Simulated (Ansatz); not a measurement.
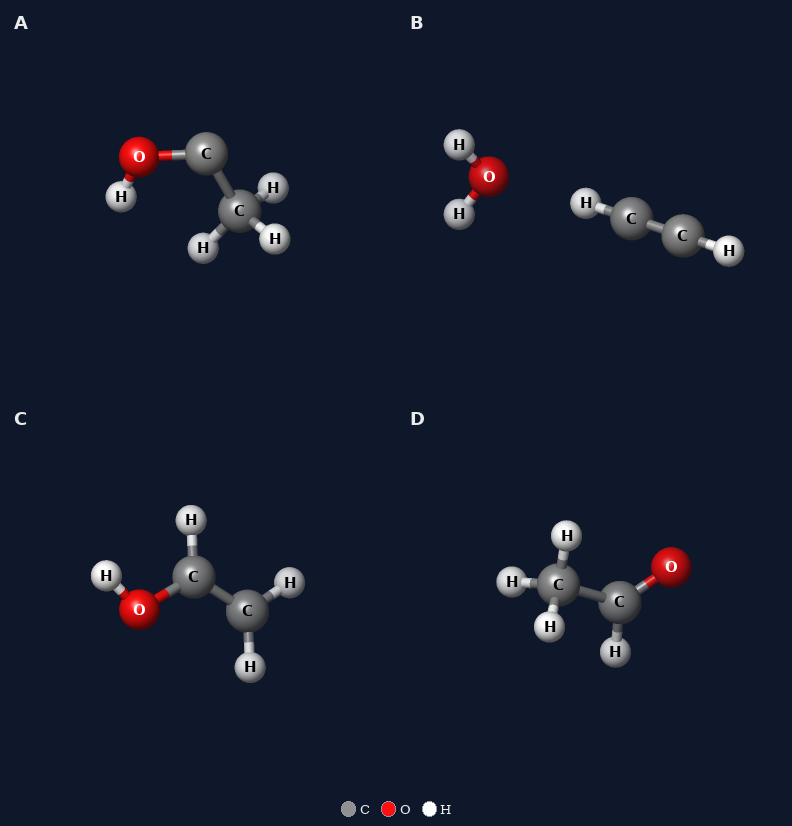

4 stationary structures of one formula. Geometries: PBE0-D4/def2-TZVP. Electronic energies: RHF-CCSD(T) (frozen core)/def2-TZVPP (Ansatz 0.2.0), without zero-point energy. No frequency run is at hand to confirm each as a minimum. Each is one conformer, not always the lowest.

Which structure is the most stable?

Answer. D is lowest (Cs); C lies 46.9 kJ/mol above it (Cs), B lies 156.3 kJ/mol above it, A lies 226.3 kJ/mol above it (Cs).
